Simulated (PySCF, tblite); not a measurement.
# C₅H₁₂B₂FN: geometry, infrared bands and NMR shifts

Aim: predict the infrared bands and NMR shifts of C₅H₁₂B₂FN (`BNB[C@@H]1CC[C@H](F)C1`).

Programs: tblite 0.8.0 and PySCF 2.14.0, with density-fitted response routines of our own. Each step states its level of theory. These are calculated values for one molecule in the gas phase, unless marked as measured. Atoms are numbered from 0 throughout.

### Step 1. The molecule as given

21 atoms, charge 0, multiplicity 1; geometry from: force field or distance geometry start.

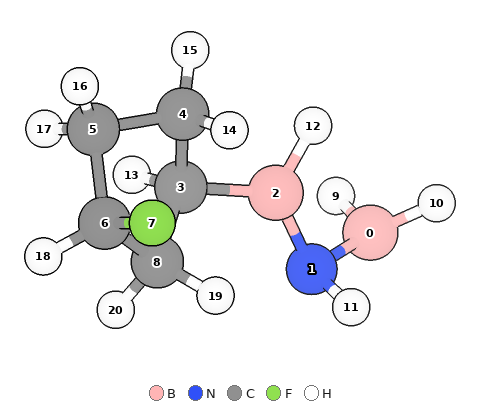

As it starts; boron pink, nitrogen blue, carbon grey, fluorine green, hydrogen white, atoms numbered.

### Step 2. Geometry optimisation with GFN2-xTB

Job settings and geometry (Å):

```
{"job": {"kind": "relax", "xc": "GFN2-xTB", "basis": "xTB"}, "charge": 0, "multiplicity": 1}
B      3.757200    -0.255200    -0.322900
N      2.362100    -0.887600    -0.489200
B      1.402100     0.035300     0.202300
C     -0.064400     0.351700    -0.304600
C     -0.809500     0.924300     0.908800
C     -2.217000     0.923800     0.308300
C     -2.302100    -0.548700    -0.061700
F     -2.581300    -1.238100     1.116400
C     -0.894800    -0.884500    -0.557700
H      3.953800     0.748200    -0.909000
H      4.227500    -0.325200     0.760300
H      2.387900    -1.840600    -0.011700
H      1.837200     0.789200     1.020900
H     -0.103700     1.049300    -1.140000
H     -0.801800     0.180900     1.700700
H     -0.458600     1.920100     1.200000
H     -2.980100     1.242000     1.027800
H     -2.219200     1.476200    -0.640300
H     -3.060500    -0.750200    -0.821500
H     -0.467300    -1.764100    -0.041600
H     -0.976600    -1.130000    -1.636400
```

On the command line:

```
OMP_NUM_THREADS=1 python probes_run.py task.json out
```

One launch serves the whole session: the jobs run in the order shown.

**Question.** This job is followed by: GFN2-xTB harmonic vibrations, gas phase; GIAO PBE0/pcSseg-1 NMR shielding, non-relativistic, gas phase. What will the session give for the following? strongest single infrared mode (GFN2-xTB); zero-point energy (GFN2-xTB); ¹³C shifts against TMS (PBE0/pcSseg-1); ¹H shifts against TMS (PBE0/pcSseg-1, means over atoms taken as alike); ¹¹B shifts against BF3·OEt2 (PBE0/pcSseg-1); ¹⁵N shifts against NH3 (PBE0/pcSseg-1); ¹⁹F shifts against CFCl3 (PBE0/pcSseg-1).

**Answer**, as computed:

| quantity | value |
| --- | --- |
| strongest single infrared mode (GFN2-xTB) | 1410 cm⁻¹, 673 km/mol |
| zero-point energy (GFN2-xTB) | 107.6 kcal/mol |
| ¹³C shifts against TMS (PBE0/pcSseg-1) | 98.9, 40.1, 39.2, 38.5, 30.6 ppm |
| ¹H shifts against TMS (PBE0/pcSseg-1, means over atoms taken as alike) | 7.53, 5.83, 5.55, 5.43, 2.36, 2.23, 1.99, 1.85, 1.65, 1.56, 1.20 ppm |
| ¹¹B shifts against BF3·OEt2 (PBE0/pcSseg-1) | 54.2, 51.0 ppm |
| ¹⁵N shifts against NH3 (PBE0/pcSseg-1) | 191.0 ppm |
| ¹⁹F shifts against CFCl3 (PBE0/pcSseg-1) | -190.1 ppm |

What this shows: The optimisation took 94 steps and gained 2.387 eV; among the close pairs (by a distance rule), B0–N1 changed most, from 1.541 to 1.409 Å. All 57 modes are real, so the xTB geometry is a minimum. The strongest single mode, at 1410 cm⁻¹, is spread over several atoms, N1, B2, H11, B0 among them. GFN2-xTB is a fitted tight-binding method: band positions and strengths are rough. Its intensities can rank the bands wrongly. At PBE0/pcSseg-1: The widest tensor belongs to N1: span 321 ppm, with a paramagnetic part of -247 ppm.
